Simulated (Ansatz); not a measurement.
**Fields on a plane of Ni2P (space group P-62m)**

```
Ni2P
1.0
    5.80475     0.00000     0.00000
   -2.90238     5.02706     0.00000
    0.00000     0.00000     3.31843
Ni P
6 3
Cartesian
  3.48476   0.00000   1.65921
  1.15999   2.00917   1.65921
 -1.74238   3.01789   1.65921
  2.14949   3.72302   0.00000
 -0.75289   1.30404   0.00000
  1.50578   0.00000   0.00000
  0.00000   3.35137   0.00000
  2.90238   1.67569   0.00000
  0.00000   0.00000   1.65921
```

The slice is a (-1 2 -1 0) plane (indices of the conventional cell) through the point (0.000, 0.259, 0.000) (fractional), spanned by u = [001] and v = [210] in vectors of this cell: u (3.32 Å) and v (10.05 Å, at 90° to u). It covers one period; positions are fractions (u, v).

Atoms on it: Ni at (0.00, 0.00). Other atoms lie within 1 Å of the plane.

Method: PBEsol (plane waves to 420 eV, PAW, scalar-relativistic; Ansatz, an electronic-structure program). k mesh 9×9×14. These are valence fields of a PAW run, semicore shells included where kept as valence: close to a nucleus they are smooth pseudo fields. Ni2P is run without spin polarisation. Ni2P was relaxed with its symmetry unable to fall.

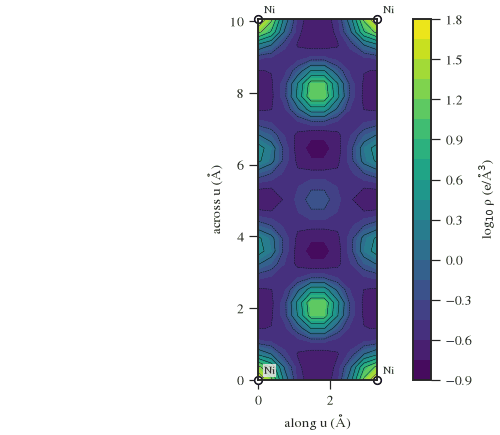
Log₁₀ of the valence density in e/Å³, one period of the plane, atoms marked. The scale is logarithmic, as a density can span decades between atoms and voids.

```
|xx7722113333112277|
|332211222222221122|
|222233110000113322|
|555511004444001155|
|333300338888330033|
|222200449999440022|
|222211114444111122|
|112233000000003322|
|221122330000332211|
|442200221111220022|
|442211221111221122|
|111122332222332211|
|001133222222223311|
|223333222222223333|
|001133222222223311|
|111122332222332211|
|442211221111221122|
|442200221111220022|
|221122330000332211|
|112233000000003322|
|222211114444111122|
|222200449999440022|
|333300338888330033|
|555511004444001155|
|222233110000113322|
|332211222222221122|
|xx7722113333112277|
|xxxx331133331133xx|
```
Scale: ten equal steps from 0.14 (start of '0') to 0.43 (end of '9'), in the order '0123456789'. Values: electron localisation function (ELF). The map has 9 points along u (two characters each, u = 0 at the left) and 28 along v (v = 0 in the bottom row). Points within 0.4 Å of a nucleus are blanked (x), as the pseudised field means little there.
